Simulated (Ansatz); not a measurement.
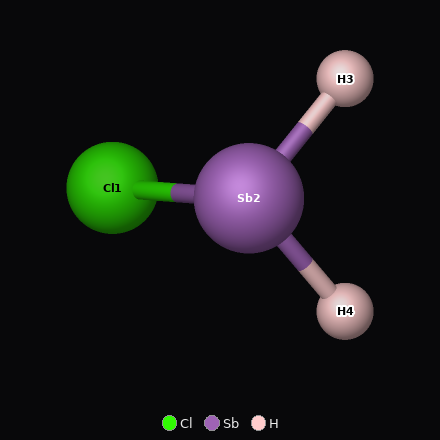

The system is ClH₂Sb (SMILES [Cl][SbH2]) with the probe Cu+; the picture shows it without the atoms that are moved over the map. The probe is moved over a plane parallel to the molecule's main plane, 2.43 Å above it. The first coordinate is: x of the probe's Cu atom; the second: y of the probe's Cu atom. Nothing is relaxed (molecule and probe rigid). Grid: 11 × 9 points; 46 points were computed and 39 follow by symmetry. At 14 points there is no value (left out of the scan, as a rule where atoms come close). Energies are in eV, from the lowest grid point. Theory: RHF/def2-TZVP in Ansatz 0.2.0.

Range: x of the probe's Cu atom from −3.30 to 3.30 Å; y of the probe's Cu atom from −2.64 to 2.64 Å.

Predict the map.

Answer. The lowest grid point is at x of the probe's Cu atom = 2.64 Å, y of the probe's Cu atom = 0.00 Å [nearest 1 Cl at 2.68 Å]. The highest grid point, x of the probe's Cu atom = −0.66 Å, y of the probe's Cu atom = −1.32 Å [nearest 1 Sb at 2.19 Å], lies 1.33 eV above the lowest.

```tsv
y of the probe's Cu atom ↓, x of the probe's Cu atom →	−3.30	−2.64	−1.98	−1.32	−0.66	0.00	0.66	1.32	1.98	2.64	3.30
2.64	0.99	0.93	0.82	0.71	0.64	0.62	0.63	0.63	0.60	0.58	0.58
1.98	0.97	0.85	0.67	0.54	0.52	0.52	0.48	0.44	0.42	0.41	0.44
1.32	0.94	0.76	0.57	0.73	1.33	–	0.79	0.34	0.22	0.21	0.27
0.66	0.91	0.69	0.65	–	–	–	–	0.50	0.10	0.05	0.14
0.00	0.90	0.67	0.76	–	–	–	–	0.67	0.08	0.00	0.09
−0.66	0.91	0.69	0.65	–	–	–	–	0.50	0.10	0.05	0.14
−1.32	0.94	0.76	0.57	0.73	1.33	–	0.79	0.34	0.22	0.21	0.27
−1.98	0.97	0.85	0.67	0.54	0.52	0.52	0.48	0.44	0.42	0.41	0.44
−2.64	0.99	0.93	0.82	0.71	0.64	0.62	0.63	0.63	0.60	0.58	0.58
```

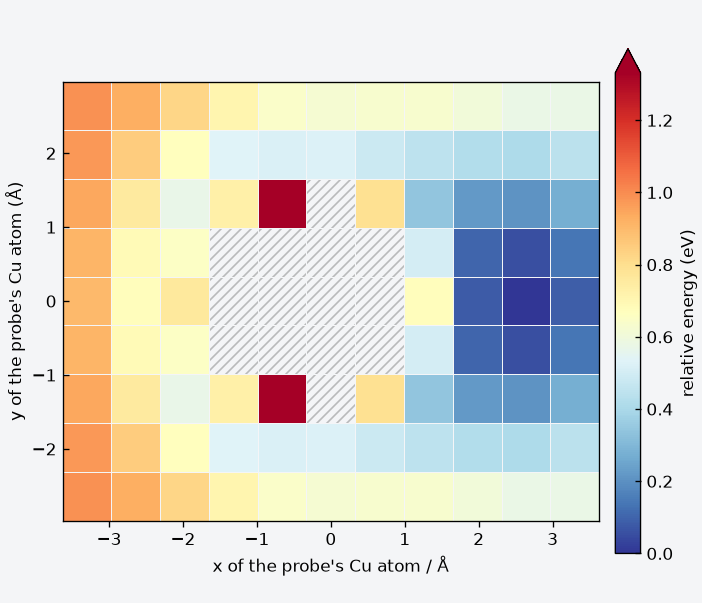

The picture shows one coloured cell a grid point, one colour for all values above the top of the scale, hatched blanks where no value was computed.

Time for the 46 points that were run: 3.6 min on 1 thread of Intel(R) Xeon(R) 6975P-C (Granite Rapids) (shared host).
